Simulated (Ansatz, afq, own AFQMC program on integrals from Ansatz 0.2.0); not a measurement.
# BNH2 (triplet): AFQMC on the coupled-cluster ladder at distance B1–N2 = 1.367 Å, cc-pVDZ, part 2 of 2

Ansatz 0.2.0, Gaussian basis, and an in-house AFQMC program (afq) on its integrals; all values are calculated; cc-pVDZ, frozen cores.

## 9. CCSDT(Q) on UHF

in.yaml

```yaml
crystal:
  periodic: [false, false, false]
  atoms:
    - {symbol: B, position_ang: [0.000000, 0.000000, 0.858848]}
    - {symbol: N, position_ang: [0.000000, 0.000000, -0.508608]}
    - {symbol: H, position_ang: [0.000000, -0.840950, -1.072031]}
    - {symbol: H, position_ang: [0.000000, 0.840950, -1.072031]}
basis:
  gaussian: {orbitals: cc-pVDZ}
magnetization: {spin_polarized: true, initial_magnetization: 2}
correlation: {method: ccsdt_q, electrons: outside_noble_gas}
```

The run is started by

```bash
$ ansatz run in.yaml --threads 1 --pin off --events-out ev --progress --plain --max-ram 1382MiB
```

The program printed:

```text
Functional definition: HF
  name "HF"
  cite "Fock, Z. Phys. 61, 126 (1930) doi:10.1007/BF01340294"
  parent pbe
  exchange = exact_x
  correlation = 0
717 factors; integrals over basis functions are off by at most 2.2e-7 eV
mean field evaluation 1: about -2180.1044 eV, gradient 1.8e1 eV
mean field evaluation 2: about -2180.1050 eV, gradient 1.8e1 eV
mean field evaluation 4: about -2182.3937 eV, gradient 3.2e0 eV
mean field evaluation 8: about -2182.5780 eV, gradient 1.4e-1 eV
mean field evaluation 16: about -2182.3931 eV, gradient 3.2e0 eV
mean field evaluation 32: about -2180.8592 eV, gradient 8.4e-4 eV
mean field evaluation 64: about -2178.3844 eV, gradient 6.4e-2 eV
mean field -2182.57868154 eV, -80.2082871415 hartree, gradient 2.1e-6 eV, S^2 2.022010; 1 other end points of the search recorded, 0 dependent functions left out
determinant -2182.57868154 eV, -80.2082871415 hartree, with singles and doubles -2188.82706064 eV, -80.4379108382 hartree
determinant -2180.85919973 eV, -80.1450973505 hartree, with singles and doubles -2186.92550283 eV, -80.3680298778 hartree
2 core orbitals not correlated: weight in the atoms' cores, before any rotation towards them, 1.000 or more for the frozen orbitals, at most 0.000 for the correlated occupied ones
reference -2182.57868154 eV, -80.2082871415 hartree; 6, 4 occupied and 30, 32 virtual orbitals, 717 factors
second order -5.74897497 eV of doubles, -0.00000000 eV of singles
cycle   1  -6.02727650 eV  change   -2.8e-1 eV  update   6.5e-2
cycle   2  -6.30289684 eV  change   -2.8e-1 eV  update   2.9e-2
cycle   3  -6.45067899 eV  change   -1.5e-1 eV  update   1.8e-2
cycle   4  -6.43188110 eV  change    1.9e-2 eV  update   7.4e-3
cycle   5  -6.43219984 eV  change   -3.2e-4 eV  update   4.6e-3
cycle   6  -6.43878915 eV  change   -6.6e-3 eV  update   2.3e-3
cycle   7  -6.43920531 eV  change   -4.2e-4 eV  update   1.2e-3
cycle   8  -6.43869594 eV  change    5.1e-4 eV  update   5.7e-4
cycle   9  -6.43895323 eV  change   -2.6e-4 eV  update   1.9e-4
cycle  10  -6.43885400 eV  change    9.9e-5 eV  update   9.6e-5
cycle  11  -6.43899707 eV  change   -1.4e-4 eV  update   4.7e-5
cycle  12  -6.43898624 eV  change    1.1e-5 eV  update   1.7e-5
cycle  13  -6.43899831 eV  change   -1.2e-5 eV  update   7.5e-6
cycle  14  -6.43899555 eV  change    2.8e-6 eV  update   2.9e-6
cycle  15  -6.43899514 eV  change    4.2e-7 eV  update   1.3e-6
cycle  16  -6.43899468 eV  change    4.5e-7 eV  update   6.8e-7
perturbative correction -0.01450511 eV, -0.0005330531 hartree
Total energy: -2189.03218133 eV, -80.4454488847 hartree
```

Wall time 20 s (1 thread of Arm Neoverse N1, shared host).

From the report: ⟨S²⟩ of the determinant 2.022 (pure triplet: 2.00); correlation -6.4535 eV; T1 0.018; largest double amplitude 0.07.

## 10. Phaseless AFQMC, CISD trial on UHF

It reads the integrals that the CCSD(T) run on this determinant wrote.

The run is started by

```bash
$ afq ham --method phaseless --trial cisd --walkers 60 --populations 1 --least-time 40 --time-step 0.005 --steps-per-block 50 --equilibration-blocks 28 --max-blocks 300 --target-error 0.00038 --factor-cut 1e-05 --start spin_pure --seed 2092 --release-times 0.24,0.51,0.99,1.62,2.4 --release-step 0.03 --release-every 4 --taylor-order 6
```

The program printed:

```text
orbitals 36  electrons 6 4  factors 282 of 355
reference energy -80.20828629 Eh
CCSD correlation -0.22965186 Eh in 11 cycles, weight of the determinant in the CISD state 0.9132
energy of the start -80.437447 Eh
 block  time / (1/Eh)  mean weight  energy / Eh
     1     0.250  0.9987  -80.435532
     2     0.500  1.0002  -80.441443
     3     0.750  1.0001  -80.442636
     4     1.000  1.0000  -80.442974
     5     1.250  0.9981  -80.447867
     6     1.500  0.9986  -80.446834
     7     1.750  1.0005  -80.444160
     8     2.000  1.0005  -80.445900
     9     2.250  1.0001  -80.449376
    10     2.500  0.9994  -80.444793
    13     3.250  0.9995  -80.441164
    19     4.750  0.9980  -80.450549
    25     6.250  1.0017  -80.446804
    31     7.750  0.9999  -80.443468
    37     9.250  0.9995  -80.447375
    43    10.750  0.9981  -80.440750
    49    12.250  0.9968  -80.443641
    55    13.750  0.9981  -80.443352
    61    15.250  0.9973  -80.450004
    67    16.750  1.0017  -80.443600
    73    18.250  0.9999  -80.450797
    79    19.750  1.0005  -80.449489
    85    21.250  1.0002  -80.460116
    91    22.750  0.9997  -80.442881
    97    24.250  1.0000  -80.446707
   103    25.750  0.9995  -80.443188
   109    27.250  0.9994  -80.452367
   115    28.750  1.0042  -80.444698
   121    30.250  0.9994  -80.443360
   127    31.750  0.9988  -80.444346
   133    33.250  0.9979  -80.443678
   139    34.750  1.0017  -80.449121
   145    36.250  0.9981  -80.449384
   151    37.750  0.9983  -80.449589
   157    39.250  1.0010  -80.448450
   163    40.750  1.0043  -80.447026
   169    42.250  1.0008  -80.440707
   175    43.750  0.9977  -80.446273
   181    45.250  0.9979  -80.454611
   187    46.750  0.9981  -80.439531
   193    48.250  0.9993  -80.444924
   199    49.750  0.9977  -80.443800
   205    51.250  1.0009  -80.450010
   211    52.750  1.0004  -80.440711
   217    54.250  1.0031  -80.436928
   223    55.750  1.0008  -80.445844
   229    57.250  0.9984  -80.441868
   235    58.750  1.0005  -80.446349
   241    60.250  1.0008  -80.443907
   247    61.750  1.0033  -80.443287
   253    63.250  0.9991  -80.445524
   259    64.750  0.9974  -80.443619
   265    66.250  1.0021  -80.444149
blocks merged  error / Eh  count
     1  0.000273  240
     2  0.000329  120
     4  0.000352  60
     8  0.000338  30
    16  0.000363  15
released: time / (1/Eh)  energy / Eh  error  mean overlap
  0.24  -80.445379  0.000458  0.9972
  0.51  -80.445820  0.000358  0.9898
  0.99  -80.446125  0.000346  0.9783
  1.62  -80.445321  0.000378  0.9862
  2.40  -80.445670  0.000561  0.9686
energy -80.445254 +/- 0.000352 Eh
```

Wall time 9 min (1 thread of Arm Neoverse N1, shared host).

Energy -2189.0269 ± 0.0096 eV. Caveats: constraint bias not in the error.

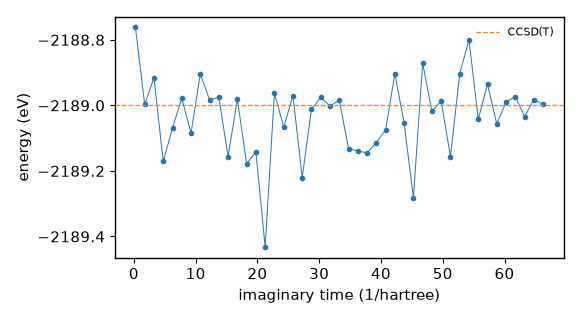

Block energies along the walk.

## 11. Phaseless AFQMC, single-determinant trial on UHF

It reads the integrals that the CCSD(T) run on this determinant wrote.

The run is started by

```bash
$ afq ham --method phaseless --trial hf --walkers 120 --populations 1 --least-time 40 --time-step 0.005 --steps-per-block 20 --equilibration-blocks 112 --max-blocks 600 --target-error 0.00114 --factor-cut 1e-05 --start spin_pure --seed 6009 --taylor-order 6
```

The program printed:

```text
orbitals 36  electrons 6 4  factors 282 of 355
reference energy -80.20828629 Eh
CCSD correlation -0.22965186 Eh in 11 cycles, weight of the determinant in the CISD state 0.9132
energy of the start -80.208817 Eh
 block  time / (1/Eh)  mean weight  energy / Eh
     1     0.100  1.0010  -80.269331
     2     0.200  0.9993  -80.317896
     3     0.300  1.0003  -80.346026
     4     0.400  1.0012  -80.362451
     5     0.500  1.0029  -80.395212
     6     0.600  1.0011  -80.409752
     7     0.700  1.0004  -80.427760
     8     0.800  1.0019  -80.445197
     9     0.900  1.0000  -80.444530
    10     1.000  0.9992  -80.428528
    18     1.800  0.9989  -80.451821
    35     3.500  0.9981  -80.473954
    52     5.200  0.9995  -80.441114
    69     6.900  1.0005  -80.459077
    86     8.600  0.9988  -80.470720
   103    10.300  0.9984  -80.446022
   120    12.000  0.9985  -80.415965
   137    13.700  1.0007  -80.447499
   154    15.400  1.0015  -80.459769
   171    17.100  0.9996  -80.451218
   188    18.800  1.0001  -80.476101
   205    20.500  1.0012  -80.432924
   222    22.200  1.0005  -80.500641
   239    23.900  0.9996  -80.418800
   256    25.600  0.9997  -80.447547
   273    27.300  1.0013  -80.444649
   290    29.000  1.0011  -80.444917
   307    30.700  0.9993  -80.470303
   324    32.400  0.9999  -80.434190
   341    34.100  1.0021  -80.436433
   358    35.800  1.0006  -80.425843
   375    37.500  1.0000  -80.444676
   392    39.200  0.9982  -80.403293
   409    40.900  1.0001  -80.418707
   426    42.600  0.9993  -80.459258
   443    44.300  0.9996  -80.459870
   460    46.000  1.0015  -80.467377
   477    47.700  1.0015  -80.497810
   494    49.400  1.0026  -80.464370
   511    51.100  0.9998  -80.452765
   528    52.800  0.9998  -80.435580
   545    54.500  1.0021  -80.454163
   562    56.200  1.0012  -80.447815
   579    57.900  0.9990  -80.429918
   596    59.600  0.9986  -80.453254
   613    61.300  1.0002  -80.442019
   630    63.000  1.0012  -80.438833
   647    64.700  1.0023  -80.432910
   664    66.400  0.9991  -80.425201
   681    68.100  0.9992  -80.441113
   698    69.800  1.0025  -80.418587
blocks merged  error / Eh  count
     1  0.000823  600
     2  0.001080  300
     4  0.001354  150
     8  0.001656  75
    16  0.002063  37
    32  0.002442  18
    64  0.002217  9
energy -80.444380 +/- 0.002442 Eh
```

Wall time 6.5 min (1 thread of Arm Neoverse N1, shared host).

Energy -2189.0031 ± 0.0665 eV. Caveats: constraint bias not in the error; error above the target.

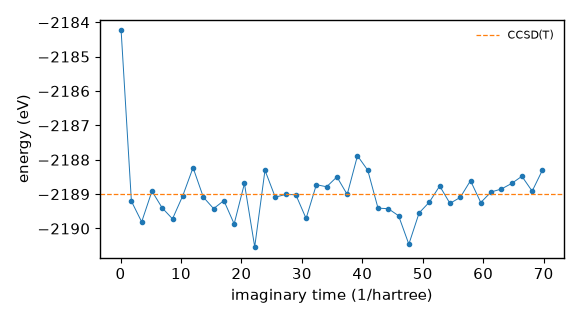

Block energies along the walk.

## 12. Free-projection AFQMC, CISD trial on UHF

It reads the integrals that the CCSD(T) run on this determinant wrote.

The run is started by

```bash
$ afq ham --method free --trial cisd --walkers 60 --time-step 0.03 --max-blocks 80 --target-error 0.00038 --factor-cut 1e-05 --seed 6552 --times 0,0.21,0.42,0.81,1.2,1.8,2.4,3 --taylor-order 8
```

The program printed:

```text
orbitals 36  electrons 6 4  factors 282 of 355
reference energy -80.20828629 Eh
CCSD correlation -0.22965186 Eh in 11 cycles, weight of the determinant in the CISD state 0.9132
repeat  energy at the last time / Eh  error
    10  -80.445933  0.001717
    20  -80.445190  0.000975
    30  -80.444517  0.000867
    40  -80.444839  0.000692
    50  -80.444908  0.000592
    60  -80.445067  0.000534
    70  -80.444709  0.000509
    80  -80.444590  0.000459
time / (1/Eh)  energy / Eh  error  mean overlap
  0.00  -80.437996  0.000150  1.0950
  0.21  -80.441915  0.000222  1.0937
  0.42  -80.443544  0.000214  1.0895
  0.81  -80.444420  0.000243  1.0979
  1.20  -80.445090  0.000266  1.1020
  1.80  -80.445433  0.000348  1.1022
  2.40  -80.445274  0.000382  1.1119
  3.00  -80.444590  0.000459  1.1432
energy -80.444590 +/- 0.000459 Eh
```

Wall time 6.1 min (1 thread of Arm Neoverse N1, shared host).

Energy -2189.0088 ± 0.0125 eV. Caveats: remainder of the start not in the error.

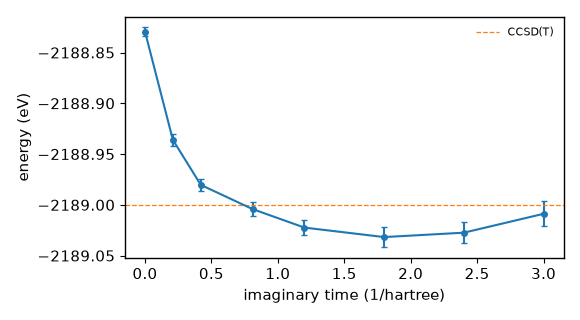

Energy against projection time, with error bars.

## 13. All levels side by side

On the UHF determinant, counted from CCSDT(Q) (a yardstick, not exact):

| level | energy (eV) | from CCSDT(Q) (meV) | statistical error (meV) | time |
| --- | --- | --- | --- | --- |
| HF | -2182.5787 | +6453.5 |  |  |
| MP2 | -2188.3276 | +704.6 |  |  |
| CCSD | -2188.8278 | +204.4 |  |  |
| CCSD(T) | -2189.0004 | +31.8 |  |  |
| CCSDT(Q) | -2189.0322 | 0.0 |  |  |
| Phaseless AFQMC, CISD trial, step 0.005, 60 walkers | -2189.0269 | +5.3 | 9.6 | 9 min |
| Phaseless AFQMC, single-determinant trial, step 0.005, 120 walkers | -2189.0031 | +29.1 | 66.5 | 6.5 min |
| Free-projection AFQMC, CISD trial, step 0.03, 60 walkers | -2189.0088 | +23.4 | 12.5 | 6.1 min |

The functionals' totals stand on their own zeros and serve differences with other points: PBE -2192.223 eV; r2SCAN -2194.119 eV; PBE0 -2192.549 eV; B3LYP -2195.275 eV; wB97M-V -2194.008 eV; B2PLYP -2192.825 eV.

## 14. Summary of results

What follows sums up all 2 parts.

| quantity | value |
| --- | --- |
| CCSD(T) on UHF from CCSDT(Q) | +31.8 meV |
| Phaseless AFQMC, CISD trial on UHF from CCSDT(Q) | +5.3 ± 9.6 meV |
| Phaseless AFQMC, single-determinant trial on UHF from CCSDT(Q) | +29.1 ± 66.5 meV |
| Free-projection AFQMC, CISD trial on UHF from CCSDT(Q) | +23.4 ± 12.5 meV |

What this shows: On UHF the phaseless walk with the CISD trial lies +5.3 meV from CCSDT(Q), within three error bars. Free projection has no constraint; at the last time it gives +23.4 ± 12.5 meV, and from a start that isn't spin pure other spins can mix in. Error bars are statistical and leave out the constraint, the time step and what remains of the start.
